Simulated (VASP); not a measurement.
Band structure of HfN (relaxed from the CsCl structure, space group Pm-3m). Calculation: PBEsol GGA, VASP's PBE PAW potentials (set 64) (plane waves; VASP).

Unless said otherwise, spin-orbit coupling is left out, though it shifts the bands of the heavy elements here.

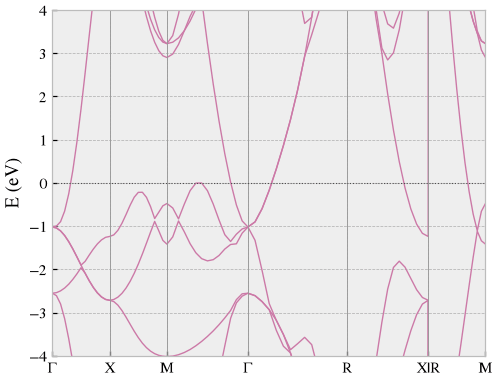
Fig. 1. Bands along high-symmetry lines, zero at the valence-band maximum or, without a gap, the Fermi level

Read the plot: is there a gap, and where are the band edges?

It has no gap at this level: it comes out as a metal or semimetal. (Edges off the drawn lines would not show.)

The structure was generated: HfN was put into the CsCl type (Pm-3m), which need not be its known phase. It was relaxed first, which changed the volume by -28 %. The electron count is odd and the run is not spin-polarised, which forces a metal.
